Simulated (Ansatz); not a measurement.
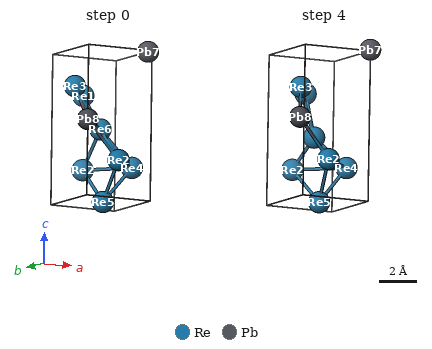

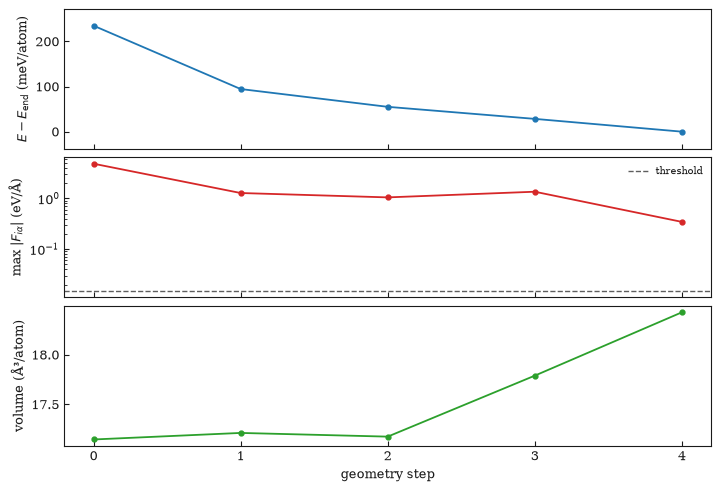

First and last geometry of a relaxation of crystalline Re3Pb (built on the Cu3Au (L1_2)_221 type) (coarse preliminary run), with the history of the run. The picture is a ball-and-stick view of the cell of the calculation, reduced to other axes, seen from a free direction. Lengths and directions refer to the drawn axes.

The calculation used DFT PBE, scalar-relativistic, plane waves, PAW (Ansatz 0.2.0). Set-up: plane-wave cutoff 420 eV; k-point mesh 6 × 6 × 4; occupations gaussian; smearing width 0.1 eV; no spin polarisation; cell and atoms relaxed; force threshold 0.015 eV/Å; at most 120 steps.

What do the curves and the structures tell?

The run was cut off at its time limit before the relaxation converged, so the last structure is only a point on the way. The atom that moves furthest relative to the cell is Re3 (0.55 Å roughly along [3 −1 0]). Largest moves by element: Re 0.55 Å, Pb 0.29 Å. The drawn cell changes as follows: a 4.047 → 4.205 Å (+3.9 %), b 4.053 → 4.198 Å (+3.6 %), c 8.369 → 8.372 Å (0.0 %), β 89.2° → 88.7°, γ 88.1° → 86.3°; the volume changes by +7.5 %. Some distances before and after: Re1–Re6 3.043 → 3.854 Å, Re3–Re5 2.998 → 3.458 Å, Re6–Pb8 2.848 → 3.298 Å, Re1–Pb8 2.757 → 3.127 Å. The space group stays P1 (No. 1). Over 4 geometry steps the energy falls by 235 meV per atom. Largest force component: 4.9 eV/Å at the start, 0.35 eV/Å at the end. The pressure goes from 3.30 to −1.59 GPa.
